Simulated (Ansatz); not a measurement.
The reference is InP in the zinc blende structure (space group F-43m, No. 216; a = 5.960 Å).

Now apply this change: the cell is scaled by 1.0100 in all directions, atoms relaxed at fixed cell.

Level of theory: PBE in Ansatz (plane waves to 420 eV, PAW, no spin-orbit coupling).

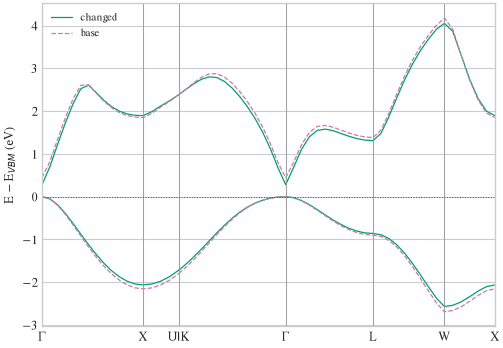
Figure: Highest valence and lowest conduction band along the path, each from its own valence-band maximum

Q: Read the changed gap and its character from the plot.

A: About 0.3 eV, direct at Γ.

The cells carry an imposed strain or load. Whether these cells are dynamically stable was not tested.

Ansatz is a program for electronic structure.
